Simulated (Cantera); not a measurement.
Charge: 1 mol CH3SiCl3, 0.02 mol C3H8, 710 mol H2, held at 8.20 mbar.

Equilibrium computed with Cantera from the NASA thermochemical tables; the gas is ideal and each condensed phase is pure. Candidate condensed phases: C, C6H6, C7H8, C8H18, Si, SiC; 109 gas species. The feed counts by its element totals alone. The numbers say what is thermodynamically allowed, not how fast it happens.

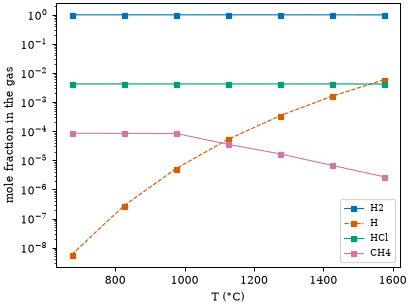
*Equilibrium gas composition (values under 1e-9 drawn at 1e-9)*

From 675 °C to 975 °C the condensed part is SiC(s). From 1125 °C to 1275 °C the condensed part is C(graphite) + SiC(s). From 1425 °C to 1575 °C the condensed part is SiC(s). The main Si-bearing gas is SiHCl3 at 675 °C and Si at 1575 °C.
